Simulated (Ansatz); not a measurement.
The calculation's input:

```
basis:
  gaussian:
    orbitals: def2-TZVPD
crystal:
  periodic: [false, false, false]
  atoms:
    - {symbol: C, position_ang: [-0.341157, -1.292461, -0.537058]}
    - {symbol: C, position_ang: [2.425149, 1.439128, 2.395107]}
    - {symbol: As, position_ang: [0.594236, -1.035577, 1.183946]}
    - {symbol: As, position_ang: [1.469156, 1.195686, 0.683498]}
    - {symbol: H, position_ang: [0.261021, -0.969945, -1.396942]}
    - {symbol: H, position_ang: [-1.278171, -0.717953, -0.514507]}
    - {symbol: H, position_ang: [-0.592340, -2.357346, -0.646446]}
    - {symbol: H, position_ang: [1.896297, -1.701078, 0.734367]}
    - {symbol: H, position_ang: [0.175654, 1.865388, 1.151073]}
    - {symbol: H, position_ang: [3.359762, 0.861461, 2.358191]}
    - {symbol: H, position_ang: [1.831922, 1.113765, 3.260154]}
    - {symbol: H, position_ang: [2.681283, 2.502469, 2.507861]}
hamiltonian:
  xc: pbe0
output:
  forces: true
  orbitals: {seedname: orbitals}
```

Run with:

```sh
ansatz run input.yaml --threads 2 --pin off --max-ram 4350MiB --events-out events.jsonl --progress --plain --runs-dir runs
```

Geometry: PBE0-D3(BJ)/def2-SVP.

Method: isolated molecule in a Gaussian basis; Kohn-Sham density functional theory, functional PBE0 (Ansatz 0.2.0).

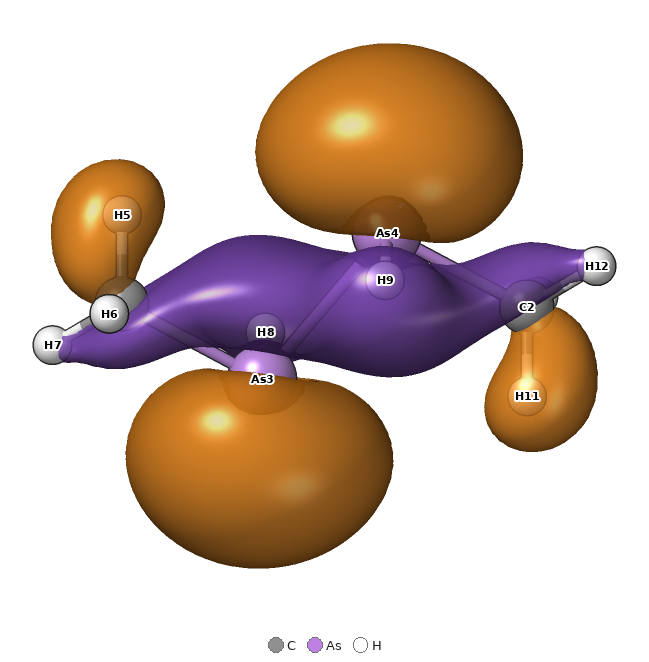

C$_{2}$H$_{8}$As$_{2}$. The HOMO at ±0.06 Å⁻³ᐟ² (orange and purple are the two phases), seen from one side.

Describe this orbital and give its energy.

It lies mainly on As4 (about 40 %) and As3 (about 40 %); it is gerade (even under inversion). Its energy is −6.38 eV.
